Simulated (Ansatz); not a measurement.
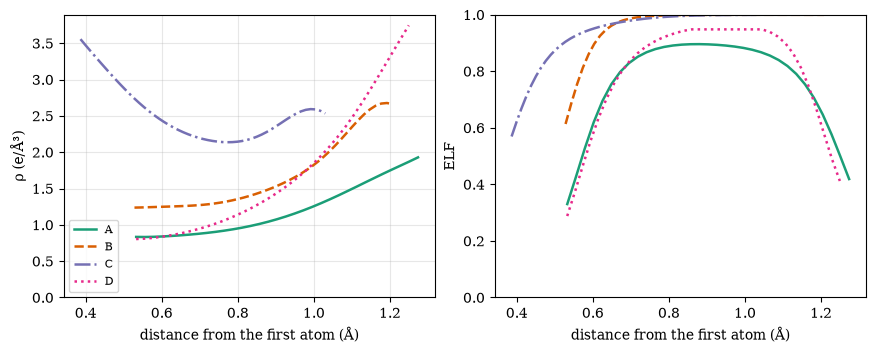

BCl2H4N. Electron density and electron localisation function along straight lines between neighbouring atoms. The curves leave out the atomic cores.

The calculation used Ansatz 0.2.0, RKS PBE-D4/6-31G*.

```json
{"atom": "B", "x (Å)": "-0.0926", "y (Å)": "0.4880", "z (Å)": "0.0601"}
{"atom": "N", "x (Å)": "-0.0812", "y (Å)": "0.2836", "z (Å)": "1.6857"}
{"atom": "H", "x (Å)": "-0.2281", "y (Å)": "-0.7118", "z (Å)": "1.9111"}
{"atom": "H", "x (Å)": "0.8233", "y (Å)": "0.5731", "z (Å)": "2.0845"}
{"atom": "Cl", "x (Å)": "1.3214", "y (Å)": "-0.5538", "z (Å)": "-0.5292"}
{"atom": "Cl", "x (Å)": "-1.7660", "y (Å)": "-0.1182", "z (Å)": "-0.4541"}
{"atom": "H", "x (Å)": "0.0679", "y (Å)": "1.6648", "z (Å)": "-0.1562"}
{"atom": "H", "x (Å)": "-0.8351", "y (Å)": "0.8280", "z (Å)": "2.1285"}
```

**Which curve belongs to which contact (B–Cl, B–H, B–N and N–H)? The first atom named is at distance zero.**

Curve A: B–Cl (1.85 Å): the density is about 1.1 e/Å³ at the midpoint, with its minimum of 0.83 e/Å³ about 0.6 Å from B; the ELF peaks at about 0.90 between the atoms: a shared but strongly polarised pair. Curve B: B–H (1.21 Å): ρ at the midpoint is about 1.2 e/Å³; the ELF climbs to about 1 towards the hydrogen, as it does in any bond to H: an ordinary covalent bond to hydrogen. Curve C: N–H (1.03 Å): ρ is about 2.8 e/Å³ halfway; the ELF climbs to about 1 towards the hydrogen (an ordinary covalent bond to hydrogen). Curve D: B–N (1.64 Å): ρ is about 1.2 e/Å³ halfway; the ELF peaks at about 0.95 between the atoms, as expected for a shared but strongly polarised pair.
